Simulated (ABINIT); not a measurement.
Band structure of Pd (Fm-3m, 1 atom in the cell).

```
Pd
1.0
    0.00000     1.92983     1.92983
    1.92983     0.00000     1.92983
    1.92983     1.92983     0.00000
Pd
1
Direct
  0.00000   0.00000   0.00000
```

Method: PBE, PAW (JTH v2.0 PBE PAW) (plane waves; ABINIT).

Settings: pseudos = [Pd.GGA_PBE-JTH.xml]; ecut = 24 Ha; pawecutdg = 48 Ha; pawxcdev = 0; ixc = 11; occopt = 7; tsmear = 0.00499791 Ha; ngkpt = 15 15 15; nshiftk = 1; shiftk = 0 0 0; potentials = JTH v2.0 PBE PAW; kptopt = 1; nstep = 100.

The starting cell has typed, rounded lattice constants, without a prior relaxation at this level. Its lattice was rescaled by a random factor within 2.5 % of one. Spin polarisation is off.

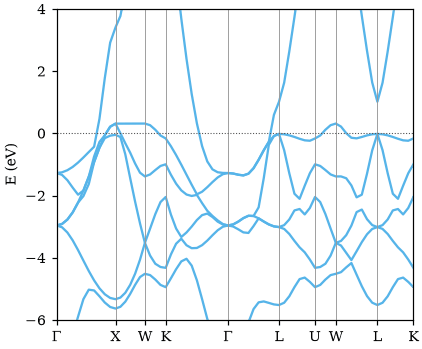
*Bands along the path, energies from the Fermi level.*

Levels in eV from the Fermi level, bands 6 to 13:
```
point      6      7      8      9     10     11     12     13
-----  -----  -----  -----  -----  -----  -----  -----  -----
Γ      -2.96  -2.96  -2.96  -1.28  -1.28  17.11  22.06  22.06
X      -5.33  -0.05   0.31   0.31   3.40  10.96  13.35  13.35
W      -3.52  -3.52  -1.39   0.31   9.08   9.08  10.52  11.80
K      -4.32  -2.05  -1.00  -0.17   7.27   8.22  11.00  16.13
L      -3.01  -3.01  -0.02  -0.02   1.01   7.49  16.49  21.31
U      -4.32  -2.05  -1.00  -0.17   7.27   8.22  11.00  16.13
```

Bands cross the Fermi level along this path, so the cell is metallic at this level.
